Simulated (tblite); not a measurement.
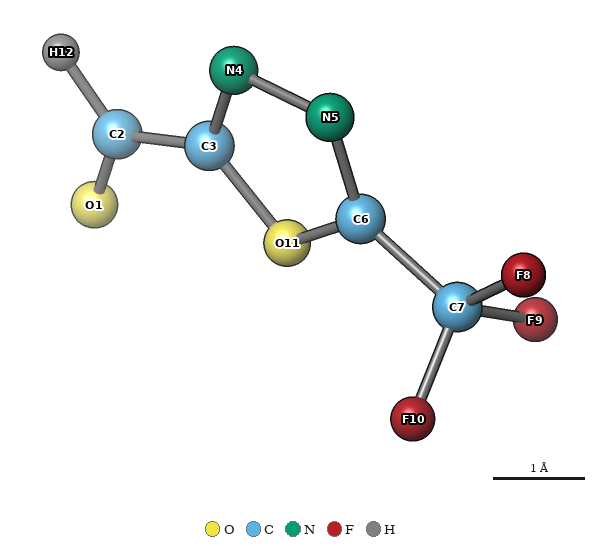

*The starting structure (ball-and-stick view, seen at a tilt; atoms are numbered from 1 in the order of the input).*

Bond lengths as drawn: C–C 1.43 to 1.48 Å, C–F 1.35 to 1.37 Å, C–H 1.11 Å, C–N 1.31 to 1.32 Å, C–O 1.23 to 1.38 Å and N–N 1.38 Å.

# Run report: C₄HF₃N₂O₂, geometry relaxation (part 1 of 2)

C₄HF₃N₂O₂, computed with GFN2-xTB geometry optimisation, gas phase (tblite 0.8.0).

It belongs to a series of runs on one base structure; here: CH3 replaced by CHO.

### The input
```
{"job": {"kind": "relax", "xc": "GFN2-xTB", "basis": "xTB"}, "charge": 0, "multiplicity": 1}
O      2.949000     1.483300    -0.194000
C      2.630100     0.301500    -0.136400
C      1.310500    -0.230500    -0.043200
N      0.972000    -1.492000     0.016100
N     -0.406500    -1.543700     0.092300
C     -0.833000    -0.290500     0.043700
C     -2.206600     0.265800     0.076000
F     -3.154000    -0.699000     0.167700
F     -2.488200     0.987600    -1.032300
F     -2.405400     1.087500     1.147700
O      0.211700     0.605200    -0.039900
H      3.421500    -0.475800    -0.123700
```

The first line tells a small driver script what to run in tblite; the rest is the geometry in Å.

Run on 1 CPU thread, shared host.

Launched with:
```bash
OMP_NUM_THREADS=1 python <driver script> task.json out
```

### The program's output
```
step      E/eV     max force
  0   -1011.86331    3.120
  1   -1012.04873    3.034
  2   -1012.10208    1.305
  3   -1012.12057    0.406
  4   -1012.12529    0.140
  5   -1012.12842    0.160
  6   -1012.13082    0.146
  7   -1012.13208    0.096
  8   -1012.13315    0.068
  9   -1012.13370    0.057
 10   -1012.13403    0.053
 11   -1012.13432    0.050
 12   -1012.13464    0.047
 13   -1012.13492    0.048
 14   -1012.13519    0.056
 15   -1012.13549    0.057
 16   -1012.13588    0.080
 17   -1012.13629    0.078
 18   -1012.13668    0.057
 19   -1012.13703    0.056
 20   -1012.13735    0.046
 21   -1012.13757    0.046
 22   -1012.13768    0.027
 23   -1012.13773    0.021
 24   -1012.13776    0.017
 25   -1012.13779    0.016
 26   -1012.13782    0.013
 27   -1012.13786    0.015
 28   -1012.13789    0.015
 29   -1012.13792    0.015
 30   -1012.13794    0.008
```

### Trajectory as extended XYZ (Å, eV, eV/Å), 31 frames, from step=0 to step=30
```
12
Properties=species:S:1:pos:R:3:forces:R:3 step=0 energy=-1011.86331
O     2.9490    1.4833   -0.1940   -0.8850  -1.7610   0.0560
C     2.6301    0.3015   -0.1364    2.3960   1.9980  -0.0320
C     1.3105   -0.2305   -0.0432   -2.1000  -0.1530  -0.0780
N     0.9720   -1.4920    0.0161   -1.9540   0.7920   0.2220
N    -0.4065   -1.5437    0.0923    1.1990   1.7950  -0.2890
C    -0.8330   -0.2905    0.0437    2.2500  -0.6440   0.0470
C    -2.2066    0.2658    0.0760   -1.5160   0.1650   0.2900
F    -3.1540   -0.6990    0.1677    0.7340   0.5970  -0.1080
F    -2.4882    0.9876   -1.0323    0.2500  -0.3730   0.6260
F    -2.4054    1.0875    1.1477    0.3040  -0.5540  -0.8120
O     0.2117    0.6052   -0.0399   -0.4080  -1.7980   0.1180
H     3.4215   -0.4758   -0.1237   -0.2700  -0.0660  -0.0390
12
Properties=species:S:1:pos:R:3:forces:R:3 step=1 energy=-1012.04873
O     2.9363    1.4581   -0.1932    0.4460   2.8480  -0.1700
C     2.6644    0.3301   -0.1368   -0.6260  -2.9580   0.2550
C     1.2805   -0.2327   -0.0444    0.6180   0.6670  -0.1730
N     0.9441   -1.4807    0.0193   -0.2970  -0.1130   0.1210
N    -0.3893   -1.5181    0.0882   -0.0100  -0.5400  -0.0640
C    -0.8008   -0.2997    0.0443   -0.8830   0.9550   0.0660
C    -2.2283    0.2681    0.0801    0.4580  -0.3240   0.0830
F    -3.1435   -0.6905    0.1662    0.1200   0.0340  -0.0420
F    -2.4846    0.9823   -1.0233    0.1080  -0.1150   0.2070
F    -2.4011    1.0796    1.1361    0.1550  -0.1640  -0.2760
O     0.2058    0.5795   -0.0382   -0.0610  -0.1040   0.0180
H     3.4176   -0.4767   -0.1242   -0.0290  -0.1860  -0.0270
12
Properties=species:S:1:pos:R:3:forces:R:3 step=2 energy=-1012.10208
O     2.9387    1.4826   -0.1948   -0.3840  -1.1460   0.0410
C     2.6639    0.3050   -0.1343   -0.1020   1.3010   0.0190
C     1.2817   -0.2263   -0.0463    0.5200   0.2230  -0.1070
N     0.9363   -1.4799    0.0211   -0.0170  -0.0230   0.0690
N    -0.3865   -1.5192    0.0868   -0.2930  -0.2200  -0.0360
C    -0.8043   -0.2916    0.0451   -0.5890   0.3250   0.0620
C    -2.2273    0.2653    0.0817    0.4690  -0.2140   0.0000
F    -3.1405   -0.6887    0.1655    0.0140  -0.1200  -0.0230
F    -2.4829    0.9802   -1.0197    0.0740  -0.0520   0.0790
F    -2.3988    1.0766    1.1313    0.1110  -0.0410  -0.0800
O     0.2042    0.5741   -0.0377    0.0080   0.3130  -0.0090
H     3.4167   -0.4788   -0.1246    0.1880  -0.3470  -0.0150
12
Properties=species:S:1:pos:R:3:forces:R:3 step=3 energy=-1012.12057
O     2.9358    1.4760   -0.1946   -0.1440  -0.0900  -0.0080
C     2.6603    0.3130   -0.1337    0.1550   0.1240   0.0400
C     1.2896   -0.2227   -0.0477   -0.2360  -0.1290  -0.0340
N     0.9368   -1.4808    0.0219   -0.1790   0.2590   0.0430
N    -0.3904   -1.5235    0.0865   -0.1040   0.3890  -0.0550
C    -0.8135   -0.2861    0.0459    0.2720  -0.2130   0.0350
C    -2.2206    0.2623    0.0816    0.0040  -0.0670   0.0100
F    -3.1405   -0.6903    0.1652    0.1070  -0.0590  -0.0260
F    -2.4821    0.9796   -1.0189    0.0840  -0.0670   0.0810
F    -2.3975    1.0762    1.1304    0.1140  -0.0570  -0.0790
O     0.2044    0.5783   -0.0379   -0.0580   0.0480   0.0040
H     3.4188   -0.4828   -0.1248   -0.0160  -0.1370  -0.0110
12
Properties=species:S:1:pos:R:3:forces:R:3 step=4 energy=-1012.12529
O     2.9337    1.4753   -0.1948   -0.0800   0.0800  -0.0120
C     2.6618    0.3143   -0.1329    0.0410  -0.1140   0.0360
C     1.2876   -0.2235   -0.0484   -0.0980   0.0450  -0.0240
N     0.9341   -1.4775    0.0226   -0.0650   0.0740   0.0260
N    -0.3921   -1.5191    0.0857   -0.1070   0.0870  -0.0230
C    -0.8113   -0.2877    0.0465    0.0470   0.0820   0.0160
C    -2.2196    0.2609    0.0818    0.0490  -0.0710   0.0020
F    -3.1390   -0.6912    0.1648    0.0850  -0.0820  -0.0190
F    -2.4808    0.9786   -1.0175    0.0810  -0.0560   0.0430
F    -2.3957    1.0753    1.1290    0.1070  -0.0410  -0.0380
O     0.2036    0.5792   -0.0378   -0.0250   0.0890  -0.0010
H     3.4189   -0.4852   -0.1250   -0.0340  -0.0930  -0.0070
12
Properties=species:S:1:pos:R:3:forces:R:3 step=5 energy=-1012.12842
O     2.9304    1.4755   -0.1951   -0.0320   0.0680  -0.0040
C     2.6635    0.3138   -0.1317   -0.0650  -0.1420   0.0140
C     1.2853   -0.2224   -0.0495    0.0080   0.0850   0.0020
N     0.9310   -1.4745    0.0237   -0.0150  -0.0190   0.0010
N    -0.3954   -1.5155    0.0847   -0.0560  -0.0250   0.0040
C    -0.8102   -0.2859    0.0472   -0.0510   0.1520  -0.0040
C    -2.2176    0.2583    0.0821    0.0390  -0.0350  -0.0030
F    -3.1363   -0.6934    0.1641    0.0690  -0.1000  -0.0100
F    -2.4783    0.9767   -1.0157    0.0610  -0.0340  -0.0160
F    -2.3924    1.0738    1.1272    0.0800  -0.0180   0.0220
O     0.2027    0.5816   -0.0378    0.0030   0.1160  -0.0060
H     3.4184   -0.4888   -0.1252   -0.0420  -0.0470   0.0000
12
Properties=species:S:1:pos:R:3:forces:R:3 step=6 energy=-1012.13082
O     2.9264    1.4756   -0.1954    0.0070  -0.0080   0.0060
C     2.6637    0.3122   -0.1304   -0.1080  -0.0860  -0.0140
C     1.2833   -0.2201   -0.0504    0.0310   0.0540   0.0310
N     0.9274   -1.4715    0.0248    0.0190  -0.0390  -0.0240
N    -0.3994   -1.5117    0.0838    0.0110  -0.0400   0.0240
C    -0.8098   -0.2821    0.0478   -0.0530   0.1340  -0.0230
C    -2.2149    0.2553    0.0822   -0.0040   0.0180  -0.0040
F    -3.1322   -0.6976    0.1633    0.0640  -0.0910   0.0000
F    -2.4747    0.9743   -1.0144    0.0270  -0.0120  -0.0650
F    -2.3876    1.0720    1.1260    0.0380  -0.0040   0.0660
O     0.2018    0.5862   -0.0379    0.0270   0.0690  -0.0060
H     3.4172   -0.4934   -0.1255   -0.0580   0.0050   0.0080
12
Properties=species:S:1:pos:R:3:forces:R:3 step=7 energy=-1012.13208
O     2.9241    1.4749   -0.1954    0.0230  -0.0520   0.0100
C     2.6624    0.3106   -0.1299   -0.0890  -0.0280  -0.0240
C     1.2821   -0.2184   -0.0504    0.0220   0.0190   0.0360
N     0.9255   -1.4699    0.0249    0.0180  -0.0240  -0.0270
N    -0.4014   -1.5093    0.0836    0.0340   0.0070   0.0240
C    -0.8096   -0.2784    0.0478   -0.0160   0.0600  -0.0260
C    -2.2137    0.2540    0.0823   -0.0200   0.0430  -0.0040
F    -3.1287   -0.7015    0.1628    0.0660  -0.0610   0.0050
F    -2.4722    0.9727   -1.0147   -0.0040  -0.0030  -0.0670
F    -2.3842    1.0708    1.1265    0.0020  -0.0050   0.0650
O     0.2017    0.5898   -0.0380    0.0290   0.0210  -0.0020
H     3.4154   -0.4960   -0.1255   -0.0640   0.0230   0.0090
12
Properties=species:S:1:pos:R:3:forces:R:3 step=8 energy=-1012.13315
O     2.9225    1.4732   -0.1953    0.0290  -0.0600   0.0080
C     2.6597    0.3087   -0.1299   -0.0310   0.0250  -0.0210
C     1.2811   -0.2169   -0.0496   -0.0040  -0.0220   0.0250
N     0.9241   -1.4687    0.0246    0.0070   0.0090  -0.0150
N    -0.4027   -1.5066    0.0839    0.0340   0.0360   0.0120
C    -0.8093   -0.2746    0.0472    0.0180  -0.0010  -0.0180
C    -2.2132    0.2538    0.0822   -0.0110   0.0450  -0.0040
F    -3.1242   -0.7060    0.1625    0.0650  -0.0180   0.0070
F    -2.4702    0.9712   -1.0162   -0.0350   0.0000  -0.0380
F    -2.3814    1.0697    1.1281   -0.0340  -0.0110   0.0350
O     0.2021    0.5933   -0.0382    0.0230  -0.0210   0.0030
H     3.4125   -0.4977   -0.1253   -0.0600   0.0160   0.0070
12
Properties=species:S:1:pos:R:3:forces:R:3 step=9 energy=-1012.13370
O     2.9225    1.4716   -0.1951    0.0280  -0.0300   0.0020
C     2.6576    0.3077   -0.1304    0.0080   0.0340  -0.0090
C     1.2806   -0.2165   -0.0487   -0.0050  -0.0170   0.0060
N     0.9238   -1.4681    0.0241   -0.0040   0.0100   0.0010
N    -0.4026   -1.5048    0.0844    0.0090   0.0370  -0.0010
C    -0.8090   -0.2724    0.0466    0.0290  -0.0250  -0.0060
C    -2.2131    0.2546    0.0821    0.0090   0.0290  -0.0050
F    -3.1207   -0.7087    0.1625    0.0560   0.0060   0.0060
F    -2.4699    0.9705   -1.0178   -0.0490   0.0000  -0.0050
F    -2.3806    1.0689    1.1296   -0.0490  -0.0140   0.0030
O     0.2028    0.5947   -0.0382    0.0100  -0.0230   0.0050
H     3.4098   -0.4982   -0.1251   -0.0430  -0.0070   0.0030
12
Properties=species:S:1:pos:R:3:forces:R:3 step=10 energy=-1012.13403
O     2.9232    1.4705   -0.1949    0.0260   0.0070  -0.0030
C     2.6564    0.3073   -0.1308    0.0280   0.0220   0.0030
C     1.2805   -0.2164   -0.0481   -0.0040  -0.0120  -0.0080
N     0.9238   -1.4680    0.0238   -0.0070   0.0120   0.0120
N    -0.4024   -1.5037    0.0847   -0.0080   0.0100  -0.0090
C    -0.8085   -0.2714    0.0461    0.0180  -0.0100   0.0020
C    -2.2128    0.2557    0.0819    0.0210   0.0080  -0.0060
F    -3.1178   -0.7101    0.1627    0.0410   0.0070   0.0040
F    -2.4708    0.9702   -1.0189   -0.0480   0.0010   0.0170
F    -2.3813    1.0683    1.1307   -0.0490  -0.0100  -0.0160
O     0.2035    0.5951   -0.0382    0.0060  -0.0080   0.0040
H     3.4075   -0.4985   -0.1249   -0.0240  -0.0290   0.0000
12
Properties=species:S:1:pos:R:3:forces:R:3 step=11 energy=-1012.13432
O     2.9245    1.4699   -0.1949    0.0230   0.0320  -0.0070
C     2.6558    0.3074   -0.1311    0.0320   0.0020   0.0110
C     1.2804   -0.2164   -0.0477    0.0090   0.0100  -0.0150
N     0.9237   -1.4677    0.0237   -0.0070  -0.0010   0.0170
N    -0.4023   -1.5027    0.0848   -0.0200  -0.0070  -0.0130
C    -0.8079   -0.2705    0.0457    0.0060   0.0060   0.0070
C    -2.2122    0.2568    0.0816    0.0180  -0.0090  -0.0040
F    -3.1146   -0.7111    0.1629    0.0210  -0.0050   0.0010
F    -2.4725    0.9700   -1.0195   -0.0410   0.0050   0.0290
F    -2.3829    1.0677    1.1313   -0.0400  -0.0010  -0.0250
O     0.2042    0.5953   -0.0380    0.0010   0.0100   0.0020
H     3.4051   -0.4992   -0.1247   -0.0030  -0.0420  -0.0030
12
Properties=species:S:1:pos:R:3:forces:R:3 step=12 energy=-1012.13464
O     2.9262    1.4695   -0.1949    0.0210   0.0370  -0.0080
C     2.6557    0.3076   -0.1313    0.0290  -0.0160   0.0150
C     1.2805   -0.2162   -0.0475    0.0130   0.0160  -0.0140
N     0.9234   -1.4674    0.0240    0.0000   0.0000   0.0140
N    -0.4026   -1.5016    0.0846   -0.0170  -0.0210  -0.0120
C    -0.8071   -0.2693    0.0453   -0.0120   0.0300   0.0070
C    -2.2112    0.2578    0.0812    0.0020  -0.0210   0.0000
F    -3.1105   -0.7126    0.1632   -0.0040  -0.0260  -0.0020
F    -2.4752    0.9698   -1.0196   -0.0280   0.0080   0.0300
F    -2.3853    1.0669    1.1315   -0.0250   0.0110  -0.0250
O     0.2050    0.5958   -0.0379    0.0030   0.0250  -0.0020
H     3.4023   -0.5011   -0.1246    0.0170  -0.0430  -0.0050
12
Properties=species:S:1:pos:R:3:forces:R:3 step=13 energy=-1012.13492
O     2.9281    1.4694   -0.1951    0.0200   0.0160  -0.0050
C     2.6563    0.3078   -0.1311    0.0200  -0.0260   0.0120
C     1.2807   -0.2158   -0.0476    0.0200   0.0260  -0.0060
N     0.9228   -1.4668    0.0246    0.0050  -0.0040   0.0050
N    -0.4032   -1.5005    0.0842   -0.0060  -0.0060  -0.0060
C    -0.8064   -0.2677    0.0452   -0.0160   0.0310   0.0030
C    -2.2103    0.2583    0.0809   -0.0240  -0.0230   0.0050
F    -3.1064   -0.7146    0.1633   -0.0230  -0.0420  -0.0040
F    -2.4782    0.9698   -1.0192   -0.0160   0.0100   0.0220
F    -2.3880    1.0663    1.1311   -0.0130   0.0190  -0.0160
O     0.2059    0.5968   -0.0377    0.0030   0.0280  -0.0050
H     3.3999   -0.5037   -0.1246    0.0300  -0.0290  -0.0040
12
Properties=species:S:1:pos:R:3:forces:R:3 step=14 energy=-1012.13519
O     2.9301    1.4694   -0.1954    0.0210  -0.0170  -0.0010
C     2.6573    0.3077   -0.1307    0.0120  -0.0240   0.0040
C     1.2812   -0.2150   -0.0478    0.0110   0.0150   0.0060
N     0.9223   -1.4661    0.0252    0.0100   0.0120  -0.0060
N    -0.4038   -1.4992    0.0837    0.0110   0.0100   0.0010
C    -0.8059   -0.2658    0.0451   -0.0170   0.0280  -0.0030
C    -2.2099    0.2583    0.0807   -0.0420  -0.0170   0.0080
F    -3.1031   -0.7173    0.1634   -0.0320  -0.0460  -0.0050
F    -2.4812    0.9698   -1.0183   -0.0090   0.0070   0.0090
F    -2.3907    1.0660    1.1305   -0.0060   0.0190  -0.0030
O     0.2066    0.5982   -0.0377    0.0050   0.0210  -0.0070
H     3.3982   -0.5068   -0.1246    0.0350  -0.0080  -0.0030
12
Properties=species:S:1:pos:R:3:forces:R:3 step=15 energy=-1012.13549
O     2.9328    1.4689   -0.1957    0.0230  -0.0520   0.0030
C     2.6588    0.3073   -0.1302    0.0030  -0.0180  -0.0060
C     1.2818   -0.2139   -0.0479    0.0050   0.0130   0.0160
N     0.9219   -1.4649    0.0258    0.0090   0.0190  -0.0160
N    -0.4044   -1.4974    0.0832    0.0210   0.0370   0.0080
C    -0.8055   -0.2633    0.0449   -0.0070   0.0100  -0.0080
C    -2.2104    0.2580    0.0806   -0.0500  -0.0070   0.0090
F    -3.0999   -0.7212    0.1634   -0.0320  -0.0350  -0.0040
F    -2.4848    0.9700   -1.0171   -0.0060  -0.0020  -0.0050
F    -2.3939    1.0661    1.1297   -0.0040   0.0090   0.0100
O     0.2076    0.6001   -0.0378    0.0020   0.0100  -0.0070
H     3.3971   -0.5103   -0.1247    0.0350   0.0160   0.0000
```
